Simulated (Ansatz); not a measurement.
# SiH₅ (doublet): wB97M-V, B2PLYP, RPA-PBE over a scan of the distance Si1–H5 along a hydrogen transfer, cc-pVTZ, part 2 of 2

Ansatz 0.2.0, Gaussian basis; cc-pVTZ, all electrons in the functionals, frozen cores in the correlation of double hybrids and RPA.

## Step 9: B2PLYP, 1.613 Å

in.yaml reads:

```yaml
crystal:
  periodic: [false, false, false]
  atoms:
    - {symbol: Si, position_ang: [-0.080890, 0.000000, 0.000000]}
    - {symbol: H, position_ang: [-0.575762, 1.399708, 0.000000]}
    - {symbol: H, position_ang: [-0.575761, -0.699854, 1.212183]}
    - {symbol: H, position_ang: [-0.575762, -0.699854, -1.212183]}
    - {symbol: H, position_ang: [1.532110, 0.000000, 0.000000]}
    - {symbol: H, position_ang: [2.449110, 0.000000, 0.000000]}
basis:
  gaussian: {orbitals: cc-pVTZ}
magnetization: {spin_polarized: true, initial_magnetization: 1}
hamiltonian: {xc: {name: B2PLYP}}
correlation: {electrons: outside_noble_gas}
```

Launch:

```sh
$ ansatz run in.yaml --threads 2 --pin off --events-out ev --progress --plain --max-ram 24576MiB --backend cuda --devices 0, --max-vram 18GiB
```

Log:

```text
Functional definition: B2PLYP
  name "B2PLYP"
  cite "Grimme, J. Chem. Phys. 124, 034108 (2006) doi:10.1063/1.2148954"
  cite "Becke, Phys. Rev. A 38, 3098 (1988) doi:10.1103/PhysRevA.38.3098"
  cite "Lee, Yang & Parr, Phys. Rev. B 37, 785 (1988) doi:10.1103/PhysRevB.37.785"
  parameter a = 0.53
  parameter c = 0.27
  exchange = (1 - a)*b88_x + a*exact_x
  correlation = (1 - c)*lyp_c + c*(mp2_os + mp2_ss)
575 factors; integrals over basis functions are off by at most 1.1e-3 eV
mean field evaluation 1: about -7950.8925 eV, gradient 5.2e0 eV
mean field evaluation 2: about -7950.9332 eV, gradient 5.3e0 eV
mean field evaluation 4: about -7951.2305 eV, gradient 7.0e-1 eV
mean field evaluation 8: about -7951.2371 eV, gradient 1.8e-2 eV
mean field evaluation 16: about -7951.2371 eV, gradient 2.2e-5 eV
mean field -7951.23714786 eV, -292.2025756419 hartree, gradient 6.1e-6 eV, S^2 0.761114; 0 other end points of the search recorded, 0 dependent functions left out
5 core orbitals not correlated: weight in the atoms' cores, before any rotation towards them, 1.000 or more for the frozen orbitals, at most 0.000 for the correlated occupied ones
reference -7951.23729169 eV, -292.2025809274 hartree; 5, 4 occupied and 94, 95 virtual orbitals, 575 factors
second order -5.27535622 eV of doubles, -0.00000000 eV of singles
Total energy: -7952.66163787 eV, -292.2549246840 hartree
```

It took 6 s on 1 × H100 (card shared with other runs) with 2 threads of AMD EPYC 7R13, shared host; peak host memory 0.76 GiB.

From the report: ⟨S²⟩ of the determinant 0.761 (pure doublet: 0.75).

From 1.485 Å: -13.3 kJ/mol.

## Step 10: B2PLYP, 1.699 Å

in.yaml reads:

```yaml
crystal:
  periodic: [false, false, false]
  atoms:
    - {symbol: Si, position_ang: [-0.083507, 0.000000, 0.000000]}
    - {symbol: H, position_ang: [-0.578378, 1.399708, 0.000000]}
    - {symbol: H, position_ang: [-0.578378, -0.699854, 1.212183]}
    - {symbol: H, position_ang: [-0.578379, -0.699854, -1.212183]}
    - {symbol: H, position_ang: [1.615493, 0.000000, 0.000000]}
    - {symbol: H, position_ang: [2.446493, 0.000000, 0.000000]}
basis:
  gaussian: {orbitals: cc-pVTZ}
magnetization: {spin_polarized: true, initial_magnetization: 1}
hamiltonian: {xc: {name: B2PLYP}}
correlation: {electrons: outside_noble_gas}
```

The command is unchanged.

Log:

```text
Functional definition: B2PLYP
  name "B2PLYP"
  cite "Grimme, J. Chem. Phys. 124, 034108 (2006) doi:10.1063/1.2148954"
  cite "Becke, Phys. Rev. A 38, 3098 (1988) doi:10.1103/PhysRevA.38.3098"
  cite "Lee, Yang & Parr, Phys. Rev. B 37, 785 (1988) doi:10.1103/PhysRevB.37.785"
  parameter a = 0.53
  parameter c = 0.27
  exchange = (1 - a)*b88_x + a*exact_x
  correlation = (1 - c)*lyp_c + c*(mp2_os + mp2_ss)
573 factors; integrals over basis functions are off by at most 1.5e-3 eV
mean field evaluation 1: about -7950.9891 eV, gradient 5.3e0 eV
mean field evaluation 2: about -7951.0299 eV, gradient 5.3e0 eV
mean field evaluation 4: about -7951.2973 eV, gradient 6.0e-1 eV
mean field evaluation 8: about -7951.3020 eV, gradient 1.7e-2 eV
mean field evaluation 16: about -7951.3020 eV, gradient 2.3e-5 eV
mean field -7951.30198427 eV, -292.2049583359 hartree, gradient 6.4e-6 eV, S^2 0.760157; 0 other end points of the search recorded, 0 dependent functions left out
5 core orbitals not correlated: weight in the atoms' cores, before any rotation towards them, 1.000 or more for the frozen orbitals, at most 0.000 for the correlated occupied ones
reference -7951.30212710 eV, -292.2049635848 hartree; 5, 4 occupied and 94, 95 virtual orbitals, 573 factors
second order -5.29685769 eV of doubles, -0.00000000 eV of singles
Total energy: -7952.73227868 eV, -292.2575206858 hartree
```

It took 7 s on 1 × H100 (card shared with other runs) with 2 threads of AMD EPYC 7R13, shared host; peak host memory 0.77 GiB.

From the report: ⟨S²⟩ of the determinant 0.760 (pure doublet: 0.75).

From 1.485 Å: -20.1 kJ/mol.

## Step 11: B2PLYP, 1.785 Å

in.yaml reads:

```yaml
crystal:
  periodic: [false, false, false]
  atoms:
    - {symbol: Si, position_ang: [-0.086124, 0.000000, 0.000000]}
    - {symbol: H, position_ang: [-0.580995, 1.399708, 0.000000]}
    - {symbol: H, position_ang: [-0.580995, -0.699854, 1.212183]}
    - {symbol: H, position_ang: [-0.580995, -0.699854, -1.212183]}
    - {symbol: H, position_ang: [1.698876, 0.000000, 0.000000]}
    - {symbol: H, position_ang: [2.443876, 0.000000, 0.000000]}
basis:
  gaussian: {orbitals: cc-pVTZ}
magnetization: {spin_polarized: true, initial_magnetization: 1}
hamiltonian: {xc: {name: B2PLYP}}
correlation: {electrons: outside_noble_gas}
```

The command is unchanged.

Log:

```text
Functional definition: B2PLYP
  name "B2PLYP"
  cite "Grimme, J. Chem. Phys. 124, 034108 (2006) doi:10.1063/1.2148954"
  cite "Becke, Phys. Rev. A 38, 3098 (1988) doi:10.1103/PhysRevA.38.3098"
  cite "Lee, Yang & Parr, Phys. Rev. B 37, 785 (1988) doi:10.1103/PhysRevB.37.785"
  parameter a = 0.53
  parameter c = 0.27
  exchange = (1 - a)*b88_x + a*exact_x
  correlation = (1 - c)*lyp_c + c*(mp2_os + mp2_ss)
570 factors; integrals over basis functions are off by at most 1.5e-3 eV
mean field evaluation 1: about -7951.0138 eV, gradient 5.4e0 eV
mean field evaluation 2: about -7951.0538 eV, gradient 5.4e0 eV
mean field evaluation 4: about -7951.3084 eV, gradient 5.0e-1 eV
mean field evaluation 8: about -7951.3115 eV, gradient 1.5e-2 eV
mean field evaluation 16: about -7951.3115 eV, gradient 2.6e-5 eV
mean field -7951.31148781 eV, -292.2053075844 hartree, gradient 6.4e-6 eV, S^2 0.757788; 0 other end points of the search recorded, 0 dependent functions left out
5 core orbitals not correlated: weight in the atoms' cores, before any rotation towards them, 1.000 or more for the frozen orbitals, at most 0.000 for the correlated occupied ones
reference -7951.31163254 eV, -292.2053129033 hartree; 5, 4 occupied and 94, 95 virtual orbitals, 570 factors
second order -5.28200246 eV of doubles, -0.00000000 eV of singles
Total energy: -7952.73777321 eV, -292.2577226061 hartree
```

Wall time 6 s (1 × H100 (card shared with other runs) with 2 threads of AMD EPYC 7R13, shared host); peak host memory 0.77 GiB.

From the report: ⟨S²⟩ of the determinant 0.758 (pure doublet: 0.75).

From 1.485 Å: -20.7 kJ/mol.

## Step 12: RPA-PBE, 1.485 Å

in.yaml reads:

```yaml
crystal:
  periodic: [false, false, false]
  atoms:
    - {symbol: Si, position_ang: [-0.076983, 0.000000, 0.000000]}
    - {symbol: H, position_ang: [-0.571855, 1.399708, 0.000000]}
    - {symbol: H, position_ang: [-0.571855, -0.699854, 1.212183]}
    - {symbol: H, position_ang: [-0.571855, -0.699854, -1.212183]}
    - {symbol: H, position_ang: [1.407632, 0.000000, 0.000000]}
    - {symbol: H, position_ang: [2.453017, 0.000000, 0.000000]}
basis:
  gaussian: {orbitals: cc-pVTZ}
magnetization: {spin_polarized: true, initial_magnetization: 1}
hamiltonian: {xc: {name: PBE}}
correlation: {method: rpa, electrons: outside_noble_gas}
```

The command is unchanged.

Log:

```text
Functional definition: PBE
  name "PBE"
  cite "Perdew, Burke & Ernzerhof, Phys. Rev. Lett. 77, 3865 (1996) doi:10.1103/PhysRevLett.77.3865"
  parent pbe
  parameter kappa = 0.804
  parameter beta = 0.06672455060314922
  exchange = pbe_x(kappa = kappa, mu = beta*pi^2/3)
  correlation = pbe_c(beta = beta)
573 factors; integrals over basis functions are off by at most 1.4e-3 eV
mean field evaluation 1: about -7950.7431 eV, gradient 1.0e1 eV
mean field evaluation 2: about -7950.7370 eV, gradient 1.0e1 eV
mean field evaluation 4: about -7951.6191 eV, gradient 2.2e0 eV
mean field evaluation 8: about -7951.6477 eV, gradient 4.6e-2 eV
mean field evaluation 16: about -7951.6478 eV, gradient 6.5e-6 eV
mean field -7951.64775310 eV, -292.2176651059 hartree, gradient 6.5e-6 eV, S^2 0.753738; 0 other end points of the search recorded, 0 dependent functions left out
5 core orbitals not correlated: weight in the atoms' cores, before any rotation towards them, 1.000 or more for the frozen orbitals, at most 0.000 for the correlated occupied ones
reference -7937.84290848 eV, -291.7103464234 hartree; 5, 4 occupied and 94, 95 virtual orbitals, 573 factors
Total energy: -7947.34735772 eV, -292.0596284907 hartree
```

It took 4.3 s on 1 × H100 (card shared with other runs) with 2 threads of AMD EPYC 7R13, shared host; peak host memory 0.87 GiB.

From the report: ⟨S²⟩ of the determinant 0.754 (pure doublet: 0.75).

## Step 13: RPA-PBE, 1.528 Å

in.yaml reads:

```yaml
crystal:
  periodic: [false, false, false]
  atoms:
    - {symbol: Si, position_ang: [-0.078303, 0.000000, 0.000000]}
    - {symbol: H, position_ang: [-0.573175, 1.399708, 0.000000]}
    - {symbol: H, position_ang: [-0.573175, -0.699854, 1.212183]}
    - {symbol: H, position_ang: [-0.573175, -0.699854, -1.212183]}
    - {symbol: H, position_ang: [1.449697, 0.000000, 0.000000]}
    - {symbol: H, position_ang: [2.451697, 0.000000, 0.000000]}
basis:
  gaussian: {orbitals: cc-pVTZ}
magnetization: {spin_polarized: true, initial_magnetization: 1}
hamiltonian: {xc: {name: PBE}}
correlation: {method: rpa, electrons: outside_noble_gas}
```

Same command.

Log:

```text
Functional definition: PBE
  name "PBE"
  cite "Perdew, Burke & Ernzerhof, Phys. Rev. Lett. 77, 3865 (1996) doi:10.1103/PhysRevLett.77.3865"
  parent pbe
  parameter kappa = 0.804
  parameter beta = 0.06672455060314922
  exchange = pbe_x(kappa = kappa, mu = beta*pi^2/3)
  correlation = pbe_c(beta = beta)
573 factors; integrals over basis functions are off by at most 1.5e-3 eV
mean field evaluation 1: about -7950.8250 eV, gradient 1.0e1 eV
mean field evaluation 2: about -7950.8181 eV, gradient 1.0e1 eV
mean field evaluation 4: about -7951.6958 eV, gradient 2.1e0 eV
mean field evaluation 8: about -7951.7234 eV, gradient 4.4e-2 eV
mean field evaluation 16: about -7951.7234 eV, gradient 8.5e-6 eV
mean field -7951.72344144 eV, -292.2204466011 hartree, gradient 8.5e-6 eV, S^2 0.754061; 0 other end points of the search recorded, 0 dependent functions left out
5 core orbitals not correlated: weight in the atoms' cores, before any rotation towards them, 1.000 or more for the frozen orbitals, at most 0.000 for the correlated occupied ones
reference -7937.86213236 eV, -291.7110528882 hartree; 5, 4 occupied and 94, 95 virtual orbitals, 573 factors
Total energy: -7947.40314330 eV, -292.0616785731 hartree
```

Wall time 6 s (1 × H100 (card shared with other runs) with 2 threads of AMD EPYC 7R13, shared host); peak host memory 0.87 GiB.

From the report: ⟨S²⟩ of the determinant 0.754 (pure doublet: 0.75).

From 1.485 Å: -5.4 kJ/mol.

## Step 14: RPA-PBE, 1.613 Å

in.yaml reads:

```yaml
crystal:
  periodic: [false, false, false]
  atoms:
    - {symbol: Si, position_ang: [-0.080890, 0.000000, 0.000000]}
    - {symbol: H, position_ang: [-0.575762, 1.399708, 0.000000]}
    - {symbol: H, position_ang: [-0.575761, -0.699854, 1.212183]}
    - {symbol: H, position_ang: [-0.575762, -0.699854, -1.212183]}
    - {symbol: H, position_ang: [1.532110, 0.000000, 0.000000]}
    - {symbol: H, position_ang: [2.449110, 0.000000, 0.000000]}
basis:
  gaussian: {orbitals: cc-pVTZ}
magnetization: {spin_polarized: true, initial_magnetization: 1}
hamiltonian: {xc: {name: PBE}}
correlation: {method: rpa, electrons: outside_noble_gas}
```

Same command.

Log:

```text
Functional definition: PBE
  name "PBE"
  cite "Perdew, Burke & Ernzerhof, Phys. Rev. Lett. 77, 3865 (1996) doi:10.1103/PhysRevLett.77.3865"
  parent pbe
  parameter kappa = 0.804
  parameter beta = 0.06672455060314922
  exchange = pbe_x(kappa = kappa, mu = beta*pi^2/3)
  correlation = pbe_c(beta = beta)
575 factors; integrals over basis functions are off by at most 1.1e-3 eV
mean field evaluation 1: about -7950.9325 eV, gradient 1.0e1 eV
mean field evaluation 2: about -7950.9252 eV, gradient 1.0e1 eV
mean field evaluation 4: about -7951.8154 eV, gradient 1.9e0 eV
mean field evaluation 8: about -7951.8375 eV, gradient 4.7e-2 eV
mean field evaluation 16: about -7951.8375 eV, gradient 6.8e-6 eV
mean field -7951.83753924 eV, -292.2246396179 hartree, gradient 1.5e-6 eV, S^2 0.754362; 0 other end points of the search recorded, 0 dependent functions left out
5 core orbitals not correlated: weight in the atoms' cores, before any rotation towards them, 1.000 or more for the frozen orbitals, at most 0.000 for the correlated occupied ones
reference -7937.90753343 eV, -291.7127213466 hartree; 5, 4 occupied and 94, 95 virtual orbitals, 575 factors
Total energy: -7947.49882292 eV, -292.0651947342 hartree
```

Run time: 4.4 s. Hardware: 1 × H100 (card shared with other runs) with 2 threads of AMD EPYC 7R13, shared host; peak host memory 0.86 GiB.

From the report: ⟨S²⟩ of the determinant 0.754 (pure doublet: 0.75).

From 1.485 Å: -14.6 kJ/mol.

## Step 15: RPA-PBE, 1.699 Å

in.yaml reads:

```yaml
crystal:
  periodic: [false, false, false]
  atoms:
    - {symbol: Si, position_ang: [-0.083507, 0.000000, 0.000000]}
    - {symbol: H, position_ang: [-0.578378, 1.399708, 0.000000]}
    - {symbol: H, position_ang: [-0.578378, -0.699854, 1.212183]}
    - {symbol: H, position_ang: [-0.578379, -0.699854, -1.212183]}
    - {symbol: H, position_ang: [1.615493, 0.000000, 0.000000]}
    - {symbol: H, position_ang: [2.446493, 0.000000, 0.000000]}
basis:
  gaussian: {orbitals: cc-pVTZ}
magnetization: {spin_polarized: true, initial_magnetization: 1}
hamiltonian: {xc: {name: PBE}}
correlation: {method: rpa, electrons: outside_noble_gas}
```

Launched as before.

Log:

```text
Functional definition: PBE
  name "PBE"
  cite "Perdew, Burke & Ernzerhof, Phys. Rev. Lett. 77, 3865 (1996) doi:10.1103/PhysRevLett.77.3865"
  parent pbe
  parameter kappa = 0.804
  parameter beta = 0.06672455060314922
  exchange = pbe_x(kappa = kappa, mu = beta*pi^2/3)
  correlation = pbe_c(beta = beta)
573 factors; integrals over basis functions are off by at most 1.5e-3 eV
mean field evaluation 1: about -7950.9694 eV, gradient 1.1e1 eV
mean field evaluation 2: about -7950.9628 eV, gradient 1.1e1 eV
mean field evaluation 4: about -7951.8934 eV, gradient 1.5e0 eV
mean field evaluation 8: about -7951.9073 eV, gradient 5.8e-2 eV
mean field evaluation 16: about -7951.9074 eV, gradient 6.8e-6 eV
mean field -7951.90737321 eV, -292.2272059692 hartree, gradient 1.5e-6 eV, S^2 0.754176; 0 other end points of the search recorded, 0 dependent functions left out
5 core orbitals not correlated: weight in the atoms' cores, before any rotation towards them, 1.000 or more for the frozen orbitals, at most 0.000 for the correlated occupied ones
reference -7937.97917621 eV, -291.7153541700 hartree; 5, 4 occupied and 94, 95 virtual orbitals, 573 factors
Total energy: -7947.58205676 eV, -292.0682535214 hartree
```

Wall time 3 s (1 × H100 (card shared with other runs) with 2 threads of AMD EPYC 7R13, shared host); peak host memory 0.87 GiB.

From the report: ⟨S²⟩ of the determinant 0.754 (pure doublet: 0.75).

From 1.485 Å: -22.6 kJ/mol.

## Step 16: RPA-PBE, 1.785 Å

in.yaml reads:

```yaml
crystal:
  periodic: [false, false, false]
  atoms:
    - {symbol: Si, position_ang: [-0.086124, 0.000000, 0.000000]}
    - {symbol: H, position_ang: [-0.580995, 1.399708, 0.000000]}
    - {symbol: H, position_ang: [-0.580995, -0.699854, 1.212183]}
    - {symbol: H, position_ang: [-0.580995, -0.699854, -1.212183]}
    - {symbol: H, position_ang: [1.698876, 0.000000, 0.000000]}
    - {symbol: H, position_ang: [2.443876, 0.000000, 0.000000]}
basis:
  gaussian: {orbitals: cc-pVTZ}
magnetization: {spin_polarized: true, initial_magnetization: 1}
hamiltonian: {xc: {name: PBE}}
correlation: {method: rpa, electrons: outside_noble_gas}
```

The command is unchanged.

Log:

```text
Functional definition: PBE
  name "PBE"
  cite "Perdew, Burke & Ernzerhof, Phys. Rev. Lett. 77, 3865 (1996) doi:10.1103/PhysRevLett.77.3865"
  parent pbe
  parameter kappa = 0.804
  parameter beta = 0.06672455060314922
  exchange = pbe_x(kappa = kappa, mu = beta*pi^2/3)
  correlation = pbe_c(beta = beta)
570 factors; integrals over basis functions are off by at most 1.5e-3 eV
mean field evaluation 1: about -7950.8856 eV, gradient 1.1e1 eV
mean field evaluation 2: about -7950.8778 eV, gradient 1.1e1 eV
mean field evaluation 4: about -7951.8758 eV, gradient 1.2e0 eV
mean field evaluation 8: about -7951.8836 eV, gradient 1.7e-2 eV
mean field evaluation 16: about -7951.8836 eV, gradient 1.4e-6 eV
mean field -7951.88362983 eV, -292.2263334159 hartree, gradient 1.4e-6 eV, S^2 0.753746; 0 other end points of the search recorded, 0 dependent functions left out
5 core orbitals not correlated: weight in the atoms' cores, before any rotation towards them, 1.000 or more for the frozen orbitals, at most 0.000 for the correlated occupied ones
reference -7938.02291844 eV, -291.7169616674 hartree; 5, 4 occupied and 94, 95 virtual orbitals, 570 factors
Total energy: -7947.60016333 eV, -292.0689189255 hartree
```

Wall time 4.7 s (1 × H100 (card shared with other runs) with 2 threads of AMD EPYC 7R13, shared host); peak host memory 0.87 GiB.

From the report: ⟨S²⟩ of the determinant 0.754 (pure doublet: 0.75).

From 1.485 Å: -24.4 kJ/mol.

## Step 17: Against the wave-function levels

The yardstick is UCCSDT(Q), where the cluster series has nearly closed. It comes from earlier runs at the same points. Energies in kJ/mol, counted from 1.485 Å; blanks weren't run or aren't comparable.

```tsv
level	1.485 Å	1.528 Å	1.613 Å	1.699 Å	1.785 Å
UCCSDT(Q)	0.0	-4.8	-12.9	-20.1	-21.5
wB97M-V	0.0	-5.5	-14.5	-22.1	-23.3
B2PLYP	0.0	-5.1	-13.3	-20.1	-20.7
RPA-PBE	0.0	-5.4	-14.6	-22.6	-24.4
```

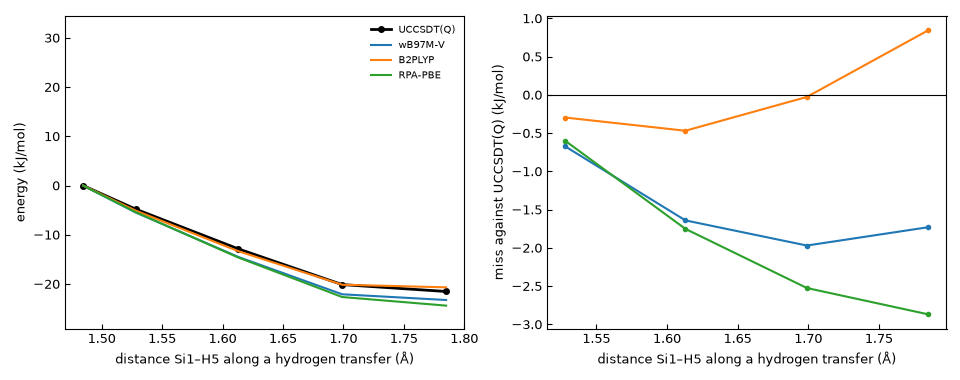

Left: the curves (the axis may cut off levels that run far away). Right: misses against UCCSDT(Q), in the same colours.

Largest miss and mean time a point (UCCSDT(Q) took 15 s a point; shared hosts):

```tsv
level	largest miss (kJ/mol)	where	time a point
wB97M-V	-2.0	1.699 Å	6.2 s
B2PLYP	+0.8	1.785 Å	5.2 s
RPA-PBE	-2.9	1.785 Å	4.5 s
```

## Step 18: What came out

What follows sums up all 2 parts.

```
                   quantity                  value
span of the UCCSDT(Q) curve            21.5 kJ/mol
      largest miss, wB97M-V  -2.0 kJ/mol (1.699 Å)
       largest miss, B2PLYP  +0.8 kJ/mol (1.785 Å)
      largest miss, RPA-PBE  -2.9 kJ/mol (1.785 Å)
```

In words: Of the functionals, B2PLYP keep the smallest largest miss at the points compared (at most 0.8 kJ/mol) and RPA-PBE strays most (2.9 kJ/mol, at 1.785 Å). Functionals and the yardstick converge differently with the basis, so part of each miss in cc-pVTZ is the basis.
